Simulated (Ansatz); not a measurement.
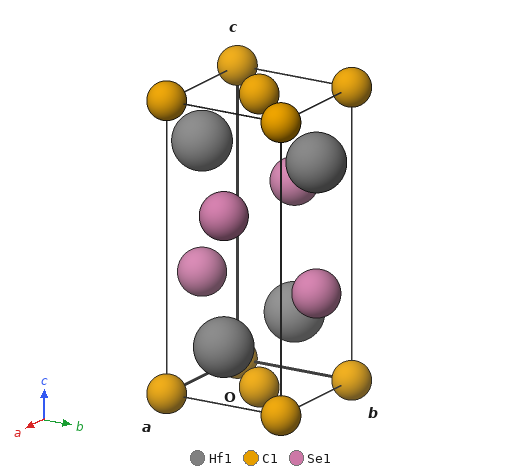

For HfCSe, the geometry relaxed (final pressure about 2.5 GPa) with Ansatz, DFT, PAW plane waves, r2scan; the starting structure was generated, so it need not be a known form of this composition: one unit cell; atoms that symmetry makes equivalent share a colour (atoms on faces, edges and corners are repeated). The drawing is computed from the coordinates (standard cell, symmetry found to 0.002 Å).

a = 3.428 Å, b = 3.428 Å, c = 7.856 Å, α = 90.00°, β = 90.00°, γ = 90.00°; space group P4/nmm (No. 129, origin choice 1).

One atom of each site: Hf1 (0, 1/2, 0.196); C1 (0, 0, 0); Se1 (0, 1/2, 0.644).

Give the multiplicity, Wyckoff letter and site symmetry of each site.

```tsv
site	Wyckoff	symmetry
Hf1	2c	4mm
C1	2a	-4m2
Se1	2c	4mm
```

How many free positional parameters does the structure have?

2: Hf1 1, C1 0, Se1 1.
